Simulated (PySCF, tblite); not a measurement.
# C4H11P: changes of charge, electronic excitations, EPR parameters

Aim: compute the changes of charge, electronic excitations, EPR parameters of C4H11P (`CC(C)(C)P`).

Programs: tblite 0.8.0 and PySCF 2.14.0, with routines of our own; each step states its level. All values are computed. Atoms count from 0.

## (1) The system as given

16 atoms, charge 0, multiplicity 1; geometry from: start built from the parent or by distance geometry.

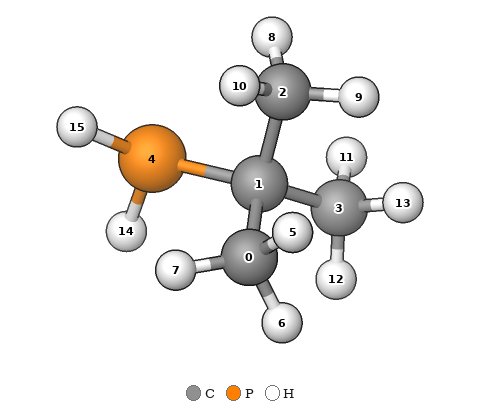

The starting geometry (carbon grey, phosphorus orange, hydrogen white).

## (2) Optimising the geometry with GFN2-xTB

Job settings and geometry (Å):

```
{"job": {"kind": "relax", "xc": "GFN2-xTB", "basis": "xTB"}, "charge": 0, "multiplicity": 1}
C     -0.176900     1.175900     0.828600
C      0.043200    -0.000300    -0.084200
C      0.001000    -1.282000     0.789500
C     -1.087600    -0.073000    -1.062400
P      1.702400    -0.037900    -0.849000
H     -0.756800     0.762500     1.705900
H     -0.846400     1.915200     0.317900
H      0.776400     1.670300     1.159100
H      0.417000    -2.080700     0.161900
H     -1.094500    -1.476800     0.947400
H      0.553600    -1.102700     1.698200
H     -0.930000    -0.895000    -1.807600
H     -1.278800     0.887400    -1.549200
H     -2.005600    -0.319400    -0.467900
H      1.867600     0.966300    -1.903000
H      2.800300    -0.091700     0.092000
```

The run is started by

```sh
> OMP_NUM_THREADS=1 python redox_run.py task.json out
```

The driver reads the jobs from task.json and runs them one after another.

The program printed:

```text
step      E/eV     max force
  0    -452.38206    3.951
  1    -452.82229    2.921
  2    -453.27670    1.308
  3    -453.45551    1.093
  4    -453.59024    1.103
  5    -453.64929    0.931
  6    -453.70263    0.616
  7    -453.73164    0.653
  8    -453.75974    0.465
  9    -453.77474    0.462
 10    -453.79459    0.431
 11    -453.82390    0.727
 12    -453.85875    0.738
 13    -453.88672    0.513
 14    -453.90667    0.329
 15    -453.91936    0.268
 16    -453.92826    0.235
 17    -453.93632    0.225
 18    -453.94214    0.182
 19    -453.94670    0.190
 20    -453.95084    0.145
 21    -453.95471    0.197
 22    -453.95852    0.213
 23    -453.96231    0.182
 24    -453.96599    0.171
 25    -453.96980    0.211
 26    -453.97398    0.235
 27    -453.97876    0.208
 28    -453.98460    0.178
 29    -453.99100    0.198
 30    -453.99663    0.200
 31    -454.00105    0.160
 32    -454.00424    0.124
 33    -454.00659    0.119
 34    -454.00896    0.160
 35    -454.01176    0.213
 36    -454.01475    0.215
 37    -454.01717    0.154
 38    -454.01873    0.120
 39    -454.01993    0.132
 40    -454.02187    0.187
 41    -454.02524    0.190
 42    -454.03016    0.143
 43    -454.03197    0.117
 44    -454.03314    0.083
 45    -454.03394    0.068
 46    -454.03478    0.075
 47    -454.03526    0.043
 48    -454.03545    0.037
 49    -454.03559    0.029
 50    -454.03576    0.034
 51    -454.03605    0.031
 52    -454.03625    0.031
 53    -454.03646    0.031
 54    -454.03665    0.030
 55    -454.03691    0.031
 56    -454.03719    0.032
 57    -454.03745    0.036
 58    -454.03764    0.029
 59    -454.03775    0.025
 60    -454.03785    0.025
 61    -454.03797    0.028
 62    -454.03814    0.032
 63    -454.03836    0.037
 64    -454.03860    0.030
 65    -454.03881    0.036
 66    -454.03905    0.043
 67    -454.03940    0.045
 68    -454.03985    0.054
 69    -454.04024    0.039
 70    -454.04042    0.025
 71    -454.04048    0.020
 72    -454.04052    0.016
 73    -454.04057    0.012
 74    -454.04060    0.010
```

It took 0.29 s on 1 thread of Arm Neoverse V2, shared host.

Relaxation path: (not every step is listed)

```
step  energy from step 0 (eV)  largest force (eV/Å)
   0                   0.0000                3.9509
   1                  -0.4402                2.9205
   2                  -0.8946                1.3079
   3                  -1.0734                1.0935
   4                  -1.2082                1.1028
   5                  -1.2672                0.9307
   6                  -1.3206                0.6160
   7                  -1.3496                0.6531
   8                  -1.3777                0.4648
  14                  -1.5246                0.3293
  20                  -1.5688                0.1449
  26                  -1.5919                0.2353
  32                  -1.6222                0.1240
  38                  -1.6367                0.1199
  44                  -1.6511                0.0825
  50                  -1.6537                0.0342
  56                  -1.6551                0.0319
  62                  -1.6561                0.0321
  68                  -1.6578                0.0539
  69                  -1.6582                0.0392
  70                  -1.6584                0.0246
  71                  -1.6584                0.0196
  72                  -1.6585                0.0164
  73                  -1.6585                0.0124
  74                  -1.6585                0.0100
```

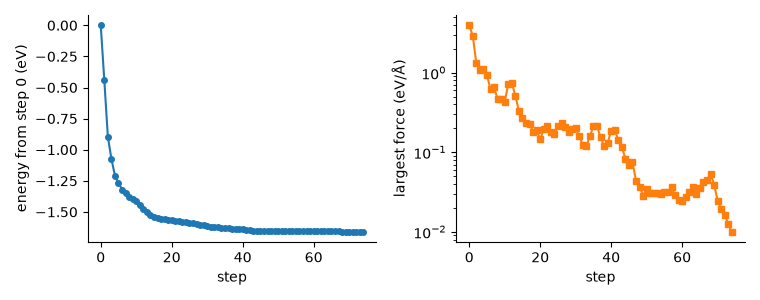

Energy and force, step by step.

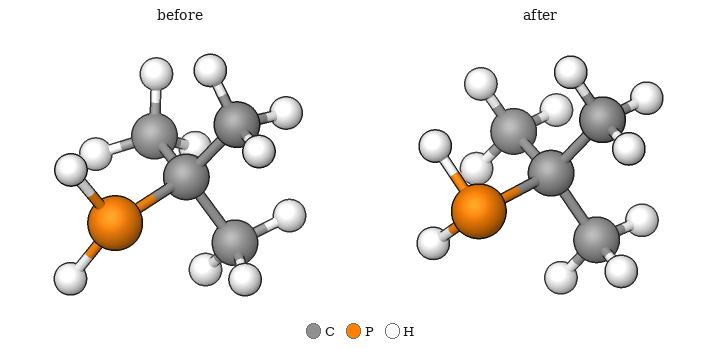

The geometry before (left) and after (right).

Distances of close pairs at the start and the end, largest changes first:

```
  bond  before (Å)  after (Å)  change (Å)
P4–H14       1.465      1.396      -0.069
 C1–P4       1.827      1.890      +0.062
P4–H15       1.447      1.396      -0.051
 C0–H5       1.130      1.090      -0.040
 C2–H9       1.124      1.089      -0.035
 C0–H7       1.124      1.089      -0.034
 C1–C3       1.497      1.529      +0.032
C3–H13       1.121      1.089      -0.032
```

The next job starts from the end point, and lists it.

## (3) Infrared spectrum with GFN2-xTB

Job settings and geometry (Å):

```
{"job": {"kind": "ir", "xc": "GFN2-xTB", "basis": "xTB"}, "charge": 0, "multiplicity": 1}
C     -0.112438     1.159073     0.792591
C      0.035628    -0.083281    -0.082723
C      0.047527    -1.342185     0.785600
C     -1.114301    -0.156736    -1.088341
P      1.653569    -0.047184    -1.058372
H     -1.050428     1.115280     1.345480
H     -0.117836     2.063982     0.186259
H      0.703857     1.229394     1.510265
H      0.200703    -2.228544     0.171552
H     -0.899400    -1.449405     1.312590
H      0.847844    -1.294517     1.523155
H     -1.008568    -1.032486    -1.726714
H     -1.128735     0.729150    -1.722012
H     -2.068815    -0.222847    -0.567988
H      1.542863     1.291112    -1.440392
H      2.453331     0.287082     0.036229
```

The program printed:

```text
mode    cm-1     km/mol
  1     149.4      5.32
  2     210.4      2.21
  3     235.0      0.13
  4     247.4      0.87
  5     255.1      0.02
  6     276.0      0.28
  7     353.6      1.38
  8     384.6      0.63
  9     386.0      0.05
 10     612.4      3.10
 11     817.3      1.31
 12     834.7      5.37
 13     859.4      3.30
 14     960.5      0.01
 15     961.6      0.96
 16     964.5      0.54
 17    1031.0      1.00
 18    1032.7      1.78
 19    1143.1     13.04
 20    1197.9     30.81
 21    1232.9      4.54
 22    1236.1      9.14
 23    1404.9      6.34
 24    1405.8      5.48
 25    1426.0      0.04
 26    1485.5      0.00
 27    1487.8      0.09
 28    1488.1      0.17
 29    1500.3      3.57
 30    1501.4      5.03
 31    1505.8      2.43
 32    2254.7    123.26
 33    2314.7    195.62
 34    3001.5     14.17
 35    3005.6      2.67
 36    3007.2      3.86
 37    3011.1     51.24
 38    3012.8     80.77
 39    3014.0     46.37
 40    3018.0     29.25
 41    3020.1     30.80
 42    3022.4     26.22
ZPE 360.489  H(298)-E 382.990  G(298)-E 280.078 kJ/mol  S 345.17 J/(mol K)
```

Run time: 0.33 s. Hardware: 1 thread of Arm Neoverse V2, shared host.

Which atoms move in the most intense modes:

```
cm⁻¹  km/mol                                  atoms
1198    30.8                                C1 39 %
2255   123.3                     H15 49 %, H14 48 %
2315   195.6                     H14 49 %, H15 48 %
3011    51.2                     H10 37 %, H12 33 %
3013    80.8    H9 28 %, H8 27 %, H6 17 %, H13 14 %
3014    46.4  H7 29 %, H11 20 %, H12 15 %, H13 12 %
3018    29.2              H7 36 %, H6 35 %, H5 15 %
3020    30.8   H8 32 %, H10 21 %, H9 19 %, H12 12 %
```

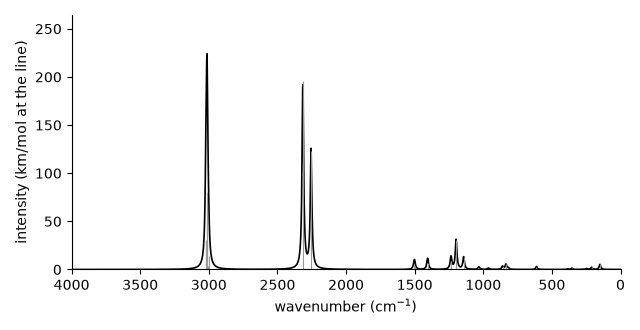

The infrared spectrum from these modes, unscaled. Lines are broadened to a width of 14 cm⁻¹ (Lorentzian).

## (4) Optimising the geometry at PBE0-D3(BJ)/def2-SVP

The job, as its differences from that of step 3:

```diff
@@ -1,2 +1,2 @@
-{"job": {"kind": "ir", "xc": "GFN2-xTB", "basis": "xTB"}, "charge": 0, "multiplicity": 1}
+{"job": {"xc": "PBE0", "basis": "def2-SVP", "d3": "d3bj", "grid": 1, "kind": "geom"}, "charge": 0, "multiplicity": 1}
 C     -0.112438     1.159073     0.792591
```

The program printed:

```text
step   0  E = -499.85807339  max force = 0.014846
step   1  E = -499.86035960  max force = 0.004074
step   2  E = -499.86043182  max force = 0.000466
step   3  E = -499.86043547  max force = 0.000142
optimisation converged
```

Run time: 21 s. Hardware: 1 thread of Arm Neoverse V2, shared host; peak memory 0.54 GiB.

The steps of the relaxation:

```
step  energy from step 0 (eV)  largest force component (eV/Å)
   0                   0.0000                          0.7634
   1                  -0.0622                          0.2095
   2                  -0.0642                          0.0240
   3                  -0.0643                          0.0073
```

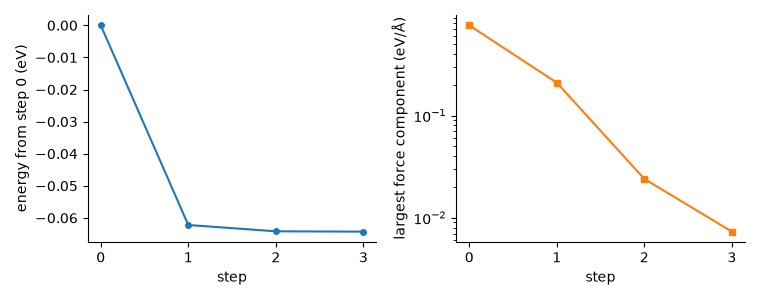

Energy and force, step by step.

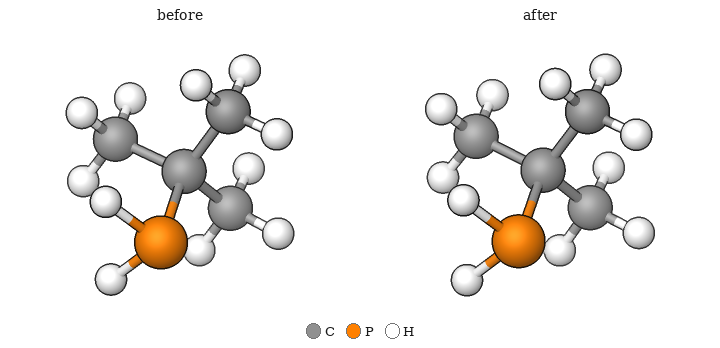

The geometry before (left) and after (right).

Close pairs (by a distance rule), those that changed most:

```
  bond  before (Å)  after (Å)  change (Å)
P4–H14       1.396      1.430      +0.034
P4–H15       1.396      1.430      +0.034
 C0–H5       1.090      1.104      +0.015
 C2–H9       1.089      1.103      +0.014
C3–H13       1.089      1.103      +0.014
C3–H12       1.089      1.102      +0.012
C2–H10       1.089      1.102      +0.012
C3–H11       1.089      1.101      +0.012
```

The next job starts from the end point, and lists it.

```
                         at the end point                value
  point group (found at 0.08 Å tolerance)                   Cs
rotational constants (GHz, main isotopes)  4.409, 2.872, 2.866
                        dipole moment (D)                 1.28
```

## (5) Harmonic vibrations (C₄H₁₁P): PBE0-D3(BJ)/def2-SVP

Job settings and geometry (Å):

```
{"job": {"xc": "PBE0", "basis": "def2-SVP", "d3": "d3bj", "grid": 2, "kind": "hessian"}, "charge": 0, "multiplicity": 1}
C     -0.154306     1.147311     0.815489
C      0.038786    -0.075938    -0.076541
C      0.059740    -1.349424     0.771700
C     -1.086451    -0.158267    -1.110247
P      1.666260    -0.020645    -1.033183
H     -1.112727     1.078832     1.359853
H     -0.169044     2.077763     0.227170
H      0.649988     1.232746     1.562411
H      0.205467    -2.247800     0.151722
H     -0.896261    -1.462272     1.310226
H      0.863732    -1.321606     1.524434
H     -0.971098    -1.035174    -1.766216
H     -1.119580     0.740447    -1.746701
H     -2.062153    -0.242075    -0.602595
H      1.563723     1.334278    -1.480253
H      2.508526     0.324969     0.070100
```

The program printed:

```text
coarse grid: 12792 points
cycle   1  E = -499.7642772214  dE =  1.084e-01  |g| = 3.375e-01  |ddm| = 3.662e+00
cycle   2  E = -499.7563956241  dE =  7.882e-03  |g| = 3.885e-01  |ddm| = 8.214e-01
cycle   3  E = -499.7974911835  dE = -4.110e-02  |g| = 4.267e-02  |ddm| = 4.436e-01
cycle   4  E = -499.7978590286  dE = -3.678e-04  |g| = 2.192e-02  |ddm| = 7.216e-02
cycle   5  E = -499.7979787392  dE = -1.197e-04  |g| = 2.548e-03  |ddm| = 2.192e-02
cycle   6  E = -499.7979805538  dE = -1.815e-06  |g| = 6.131e-04  |ddm| = 5.383e-03
final grid: 115856 points
cycle   7  E = -499.8604072679  dE = -3.010e-05  |g| = 7.929e-03  |ddm| = 3.426e-02
cycle   8  E = -499.8603970453  dE =  1.022e-05  |g| = 1.002e-02  |ddm| = 1.896e-02
cycle   9  E = -499.8604242273  dE = -2.718e-05  |g| = 9.200e-04  |ddm| = 1.123e-02
cycle  10  E = -499.8604244426  dE = -2.153e-07  |g| = 1.725e-04  |ddm| = 1.141e-03
cycle  11  E = -499.8604244497  dE = -7.055e-09  |g| = 2.493e-05  |ddm| = 1.996e-04
cycle  12  E = -499.8604244499  dE = -1.799e-10  |g| = 5.957e-06  |ddm| = 5.271e-05
cycle  13  E = -499.8604244499  dE = -1.273e-11  |g| = 1.330e-06  |ddm| = 1.056e-05
converged SCF energy = -499.8604244499

mode    cm-1
  1     181.8
  2     242.1
  3     268.7
  4     270.2
  5     291.2
  6     293.1
  7     352.8
  8     385.2
  9     385.6
 10     595.7
 11     811.6
 12     829.7
 13     856.6
 14     952.7
 15     953.1
 16     955.9
 17    1040.4
 18    1041.5
 19    1095.6
 20    1208.7
 21    1246.7
 22    1252.0
 23    1379.3
 24    1380.3
 25    1405.0
 26    1447.3
 27    1452.1
 28    1454.9
 29    1472.4
 30    1474.4
 31    1484.3
 32    2388.3
 33    2402.8
 34    3034.5
 35    3039.4
 36    3043.0
 37    3125.1
 38    3130.9
 39    3132.3
 40    3144.7
 41    3146.1
 42    3149.9
ZPE 366.044  H(298)-E 387.948  G(298)-E 286.570 kJ/mol  S 340.02 J/(mol K)
```

Run time: 5.1 min. Hardware: 1 thread of Arm Neoverse V2, shared host; peak memory 1.9 GiB.

Zero-point energy 366.04 kJ/mol (xTB gave 360.49).

## (6) Single point (C4H11P): wB97X-D3(BJ)/ma-def2-TZVP

Geometry: PBE0-D3(BJ)/def2-SVP.

The job, as its differences from that of step 5:

```diff
@@ -1,2 +1,2 @@
-{"job": {"xc": "PBE0", "basis": "def2-SVP", "d3": "d3bj", "grid": 2, "kind": "hessian"}, "charge": 0, "multiplicity": 1}
+{"job": {"kind": "sp", "xc": "wB97X", "basis": "ma-def2-TZVP", "d3": "d3bj", "grid": 2}, "charge": 0, "multiplicity": 1}
 C     -0.154306     1.147311     0.815489
```

The program printed:

```text
coarse grid: 12792 points
cycle   1  E = -500.5800991679  dE =  3.434e-01  |g| = 2.370e-01  |ddm| = 2.795e+00
cycle   2  E = -500.5965681158  dE = -1.647e-02  |g| = 1.074e-01  |ddm| = 5.873e-01
cycle   3  E = -500.5991580033  dE = -2.590e-03  |g| = 3.312e-02  |ddm| = 1.856e-01
cycle   4  E = -500.5995126587  dE = -3.547e-04  |g| = 6.502e-03  |ddm| = 1.071e-01
cycle   5  E = -500.5995307187  dE = -1.806e-05  |g| = 2.059e-03  |ddm| = 2.853e-02
cycle   6  E = -500.5995328294  dE = -2.111e-06  |g| = 1.001e-03  |ddm| = 1.432e-02
final grid: 115856 points
cycle   7  E = -500.5880685590  dE = -5.094e-05  |g| = 3.366e-03  |ddm| = 6.840e-02
cycle   8  E = -500.5880700933  dE = -1.534e-06  |g| = 2.577e-03  |ddm| = 1.246e-02
cycle   9  E = -500.5880716702  dE = -1.577e-06  |g| = 3.265e-04  |ddm| = 2.423e-03
cycle  10  E = -500.5880717063  dE = -3.614e-08  |g| = 1.595e-04  |ddm| = 1.354e-03
cycle  11  E = -500.5880717131  dE = -6.762e-09  |g| = 2.753e-05  |ddm| = 2.472e-04
converged SCF energy = -500.5880717131
```

Run time: 18 s. Hardware: 1 thread of Arm Neoverse V2, shared host; peak memory 1.1 GiB.

The fields below are evaluated on a grid from the run's orbitals.

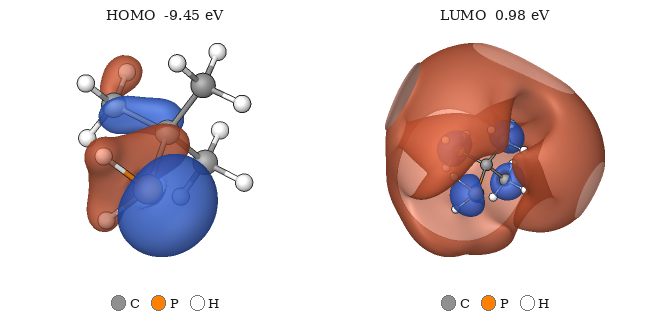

Frontier orbitals at wB97X/ma-def2-TZVP; each surface holds 70 % of the orbital's density, blue and red mark the sign. The LUMO is diffuse and is cut off by the edge of the grid.

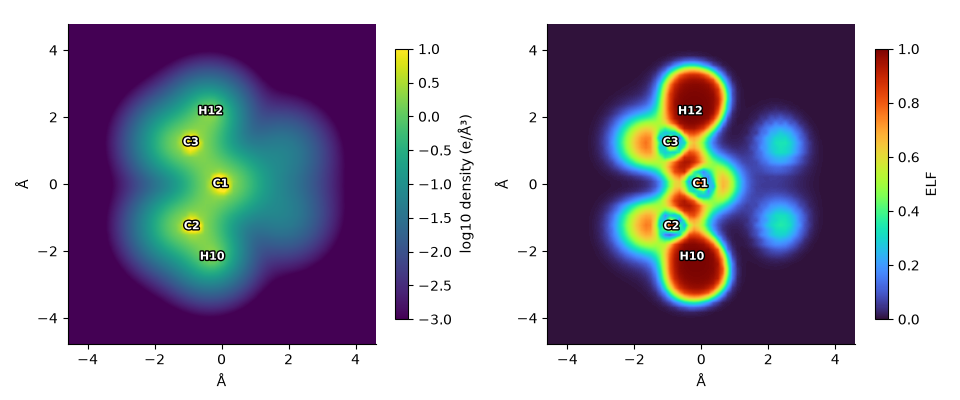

Density (left) and ELF (right) in a plane through or near 5 of the atoms.

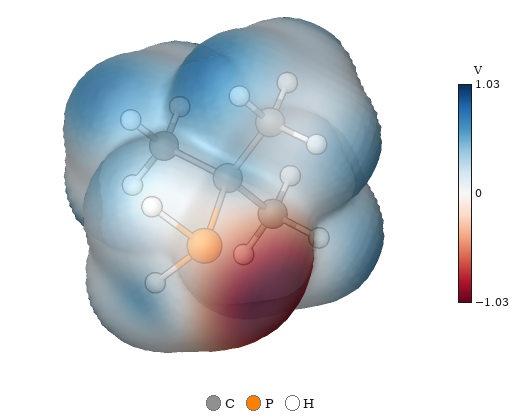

Electrostatic potential on the surface of density 0.002 e/bohr³; red is low, blue high. It runs from -1.03 V near P4 to 0.69 V near H9.

## (7) Single point (C4H11P+ (doublet)): wB97X-D3(BJ)/ma-def2-TZVP

Geometry: PBE0-D3(BJ)/def2-SVP, that of another charge or spin state.

The job, as its differences from that of step 6:

```diff
@@ -1,2 +1,2 @@
-{"job": {"kind": "sp", "xc": "wB97X", "basis": "ma-def2-TZVP", "d3": "d3bj", "grid": 2}, "charge": 0, "multiplicity": 1}
+{"job": {"kind": "sp", "xc": "wB97X", "basis": "ma-def2-TZVP", "d3": "d3bj", "grid": 2}, "charge": 1, "multiplicity": 2}
 C     -0.154306     1.147311     0.815489
```

The program printed:

```text
final grid: 115856 points
cycle   1  E = -500.2349319477  dE = -3.461e-02  |g| = 1.440e-01  |ddm| = 5.911e-01
cycle   2  E = -500.2413930962  dE = -6.461e-03  |g| = 9.648e-02  |ddm| = 4.237e-01
cycle   3  E = -500.2453611892  dE = -3.968e-03  |g| = 1.183e-02  |ddm| = 1.081e-01
cycle   4  E = -500.2454688916  dE = -1.077e-04  |g| = 5.539e-03  |ddm| = 1.759e-02
cycle   5  E = -500.2455090960  dE = -4.020e-05  |g| = 1.820e-03  |ddm| = 1.259e-02
cycle   6  E = -500.2455175276  dE = -8.432e-06  |g| = 8.706e-04  |ddm| = 5.519e-03
cycle   7  E = -500.2455190363  dE = -1.509e-06  |g| = 4.082e-04  |ddm| = 2.538e-03
cycle   8  E = -500.2455197447  dE = -7.084e-07  |g| = 2.002e-04  |ddm| = 2.400e-03
cycle   9  E = -500.2455200175  dE = -2.729e-07  |g| = 1.358e-04  |ddm| = 1.162e-03
cycle  10  E = -500.2455201481  dE = -1.305e-07  |g| = 9.076e-05  |ddm| = 8.933e-04
cycle  11  E = -500.2455202235  dE = -7.547e-08  |g| = 3.335e-05  |ddm| = 1.046e-03
cycle  12  E = -500.2455202306  dE = -7.075e-09  |g| = 1.475e-05  |ddm| = 3.366e-04
converged SCF energy = -500.2455202306
```

Run time: 30 s. Hardware: 1 thread of Arm Neoverse V2, shared host; peak memory 1.3 GiB.

(Part 1 of 3 ends here.)
